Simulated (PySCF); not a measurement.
```yaml
atoms:
  - { symbol: N, position_ang: [2.9212, 1.9782, 0.5592] }
  - { symbol: C, position_ang: [2.3591, 0.9866, 0.4448] }
  - { symbol: Si, position_ang: [1.4265, -0.6209, 0.2396] }
  - { symbol: Si, position_ang: [-0.4669, -0.2006, -1.0363] }
  - { symbol: C, position_ang: [-1.9172, 0.1508, 0.1881] }
  - { symbol: Cl, position_ang: [-2.1978, -1.2878, 1.1954] }
  - { symbol: Cl, position_ang: [-1.4752, 1.5319, 1.2249] }
  - { symbol: H, position_ang: [2.3865, -1.4947, -0.4459] }
  - { symbol: H, position_ang: [1.2110, -1.0967, 1.6083] }
  - { symbol: H, position_ang: [-0.9436, -1.3337, -1.8372] }
  - { symbol: H, position_ang: [-0.4310, 0.9879, -1.8944] }
  - { symbol: H, position_ang: [-2.8713, 0.3984, -0.2725] }
```

Geometry: GFN2-xTB.

Level of theory: PBE0/pcSseg-1, SCF density, gas phase, non-relativistic in PySCF 2.14.0.

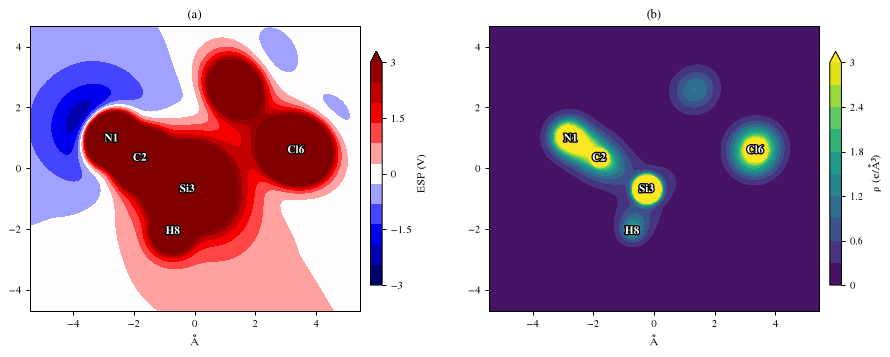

C₂H₅Cl₂NSi₂. (a) electrostatic potential; (b) total electron density on the plane of atoms C2, Si3 and H8.

**Read the bonding off the picture.**

- The section cuts through N, C, Si, Cl and H sites.
- C–N (1.15 Å): ρ at the midpoint is about 3.6 e/Å³.
- C–Si (1.87 Å): ρ at the midpoint is about 0.88 e/Å³.
- Si–H (1.47 Å): the density is about 0.81 e/Å³ at the midpoint.
- Outside the dense part of the molecule the potential is most negative (−2.2 V) near N1.
